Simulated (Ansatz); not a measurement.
Take the following structure.

```cif
data_structure
_symmetry_space_group_name_H-M 'P 1'
_symmetry_Int_Tables_number 1
_cell_length_a 6.7677
_cell_length_b 7.0142
_cell_length_c 7.9697
_cell_angle_alpha 88.091
_cell_angle_beta 84.176
_cell_angle_gamma 71.680
_cell_volume 357.29
loop_
_atom_site_label
_atom_site_type_symbol
_atom_site_symmetry_multiplicity
_atom_site_Wyckoff_symbol
_atom_site_fract_x
_atom_site_fract_y
_atom_site_fract_z
_atom_site_occupancy
Y1 Y 1 a 0.00000 0.00000 0.00000 1
Y2 Y 1 a 0.61622 0.76201 0.15712 1
Y3 Y 1 a 0.87494 0.83034 0.44499 1
Y4 Y 1 a 0.59749 0.73373 0.76237 1
Ge1 Ge 1 a 0.23107 0.21806 0.82846 1
Ge2 Ge 1 a 0.57065 0.12436 0.62748 1
Ge3 Ge 1 a 0.57134 0.09167 0.92095 1
Ge4 Ge 1 a 0.19673 0.67939 0.19723 1
Ge5 Ge 1 a 0.76658 0.32657 0.69911 1
Ge6 Ge 1 a 0.39927 0.44953 0.72770 1
Ge7 Ge 1 a 0.94995 0.17438 0.31384 1
Ge8 Ge 1 a 0.07310 0.05330 0.65750 1
Rh1 Rh 1 a 0.18482 0.33580 0.14923 1
Rh2 Rh 1 a 0.04264 0.68740 0.76021 1
Rh3 Rh 1 a 0.28045 0.19878 0.44669 1
Rh4 Rh 1 a 0.30400 0.82183 0.44183 1
Rh5 Rh 1 a 0.49002 0.45715 0.01440 1
Rh6 Rh 1 a 0.52405 0.44673 0.42914 1
Rh7 Rh 1 a 0.88395 0.43104 0.95398 1
Rh8 Rh 1 a 0.61927 0.15854 0.21653 1
```

**Before looking at a picture, describe the arrangement of atoms.**

The solid is YGe₂Rh₂. Space group: P1, with no symmetry beyond the lattice. The atoms show no order inside the cell. Content of the cell: 4 Y, 8 Ge, 8 Rh (Z = 4).

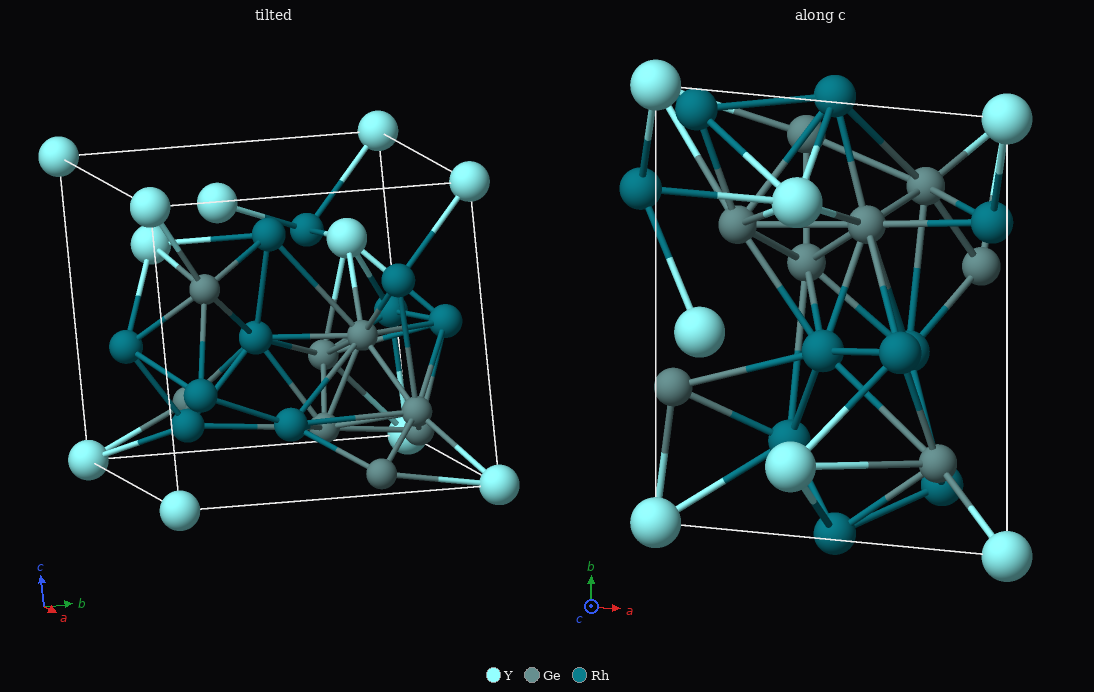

View slightly off an axis and along the c axis, drawn as a ball-and-stick model. The lines enclose the simulation cell; boundary atoms appear with their images.

This is a made-up disordered cell, not relaxed. It was run through Ansatz as a DFT input.

At this level of theory the cell isn't at rest (forces up to 3.9 eV/Å), so its distances can differ from those at equilibrium, the more so the softer the solid.
